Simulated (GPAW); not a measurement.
# Surface energy and work function of Au(110) from slabs of 4 to 14 layers (PBE)

How do energy and work function of Au(110) films settle with thickness, and what surface energy follows?

How it was computed: GPAW 26.7.0, plane waves at 450 eV with PAW setups; symmetric 1×1 slabs cut at the tabulated lattice constant (two decimals; low-temperature values for the alkali metals), atoms at bulk places, 7.5 Å of vacuum on each side, one in-plane mesh for all thicknesses, Fermi-Dirac smearing of 0.1 eV. Energies are extrapolated to zero smearing and count from the program's reference atoms. Functional PBE. The cell's area is 11.771 Å².

Results, with one row withheld:

```tsv
layers	energy (eV)	work function (eV)
4	−11.1537	4.97
5	−14.2913	4.97
6	−17.3704	4.96
7	−20.4980	4.95
8	−23.5802	4.98
9	−26.7070	4.94
10	−29.7968	4.99
11	−32.9097	4.94
12	−36.0018	4.98
14	?	?
```

Q: What surface energy do these runs give, and what energy and work function should the 14-layer slab have?

Worked answer. A slab of n layers has E(n) = nε + 2Aγ once its middle is bulk-like. A line through n = 6 to 12 has the slope ε = −3.1048 eV a layer and the intercept 2Aγ = 1.2483 eV (r.m.s. residual 9.3 meV). So γ = 1.2483 / (2 × 11.771 Å²) = 0.0530 eV/Å² = 0.85 J/m², with a standard error of about 0.01 J/m² from the scatter about the line. For 14 layers: 1.2483 + 14 × (−3.1048) = −42.219 eV; the run gives −42.212 eV, 6.9 meV over the line. The work function has no such law: from 6 to 12 layers it moves between 4.94 and 4.99 eV (mean 4.96), and the 14-layer slab gives 4.98 eV. The thinnest slab, 4 layers, lies +0.01 eV from that mean. The values go up and down with thickness, as expected where levels confined across the film cross the Fermi level one by one. The measured value for this face is 5.16 eV (“Anisotropic work function of elemental crystals” (2019, arxiv:1902.07811)), for a face that reconstructs.

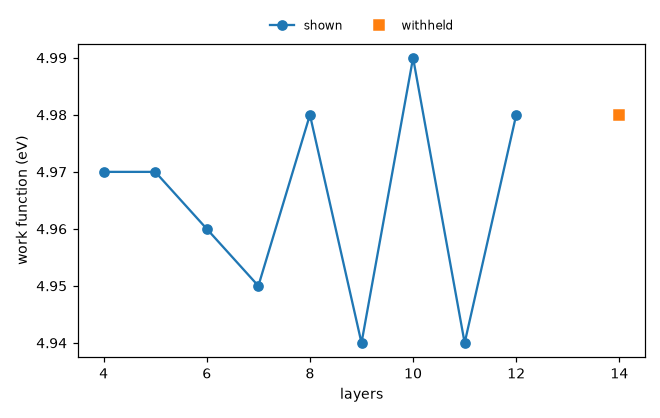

Work function against thickness.

**Limits.** The surfaces are unrelaxed, so γ is an upper bound for this functional and lattice constant. The tabulated lattice constant isn't the functional's own, which strains the slab a little. Spin-orbit coupling is left out.

[Logs are printed without paths, hosts, clocks, repeated set-up lines and the standing remarks that a program may print on its own settings, such as how far it seeks lower states.]
